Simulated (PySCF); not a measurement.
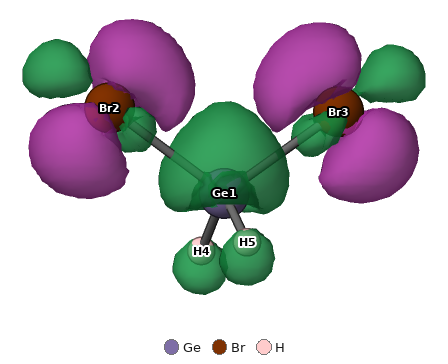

Br2GeH2. Unrelaxed difference density of S₂ less the ground state (TDA singlet states), ±0.02 e/Å³; green: gain, purple: loss.

PySCF calculation, PBE0/def2-SVPD, gas phase; geometry: GFN2-xTB. No frequency check shows the geometry to be a minimum. GFN2-xTB bond lengths at metals and heavier atoms can be off by up to 0.1 Å and shapes distorted, which carries into these values.

Input script:

```python
import numpy as np
from pyscf import gto, scf, dft, tdscf
from pyscf.scf import atom_ks, atom_hf
from scipy.linalg import block_diag

def solve(mol, dm0=None, hcore=None):
    mf = (dft.UKS if mol.spin else dft.RKS)(mol, xc='pbe0')
    mf.grids.level = 3
    mf = mf.density_fit(auxbasis='def2-universal-jkfit')
    mf.conv_tol, mf.max_cycle = 1e-8, 80
    if hcore is not None:
        mf.get_hcore = lambda *args: hcore
    mf.kernel(dm0)
    if not mf.converged:
        mf = mf.newton().run(mf.mo_coeff, mf.mo_occ, max_cycle=30)
    assert mf.converged, 'SCF not converged'
    return mf

mol = gto.M(atom='''
Ge    -0.00004     0.86566     0.00000
Br     1.86491    -0.44424     0.00000
Br    -1.86488    -0.44426     0.00000
H      0.00009     1.69819    -1.26358
H     -0.00009     1.69819     1.26359
''', basis='def2-svpd', charge=0, spin=0, verbose=4)
mf = solve(mol)
td = mf.TDA()
td.nstates, td.singlet, td.conv_tol = 4, True, 1e-5
td.kernel()
td.analyze()
x, y = np.array([p[0] for p in td.xy]), np.array([p[1] + 0 * p[0] for p in td.xy])
f, mu = td.oscillator_strength(), td.transition_dipole()
nto = [td.get_nto(state=i + 1, verbose=4) for i in range(len(td.e))]
# spherically averaged free atoms, for the promolecule
atm = atom_ks.get_atm_nrks(mol, xc='pbe0')
pro = block_diag(*[(atm[a[0]][2] * atm[a[0]][3]) @ atm[a[0]][2].T for a in mol._atom])
np.savez('result.npz', e=td.e, f=f, ok=td.converged, w=[n[0] for n in nto], nto=[n[1] for n in nto], x=x, y=y, c=mf.mo_coeff, occ=mf.mo_occ, eps=mf.mo_energy, pro=pro, mu=mu)
```

Launched as:

```sh
OMP_NUM_THREADS=1 python input.py
```

The run took 4.6 min on 1 thread of Arm Neoverse V1 (shared host), peak memory 0.69 GiB.

**How does the charge move on excitation?**

0.72 e is displaced in all, of which about 0.4 e passes between atoms: Br2 and Br3 (0.22 e each) lose electrons and Ge1 (0.31 e) and H4 and H5 (0.07 e each) gain them. The state: 5.99 eV (207 nm), f = 0.044, partly diffuse acceptor orbital; the leading pair carries 94 %; hole on Br2 and Br3 (47 % each) and Ge1 (5 %), electron on Ge1 (36 %), Br2 and Br3 (25 % each) and H4 and H5 (7 % each) (atom shares of so diffuse an orbital are rough); their centroids lie 0.7 Å apart; S₃ lies within 0.1 eV of it.
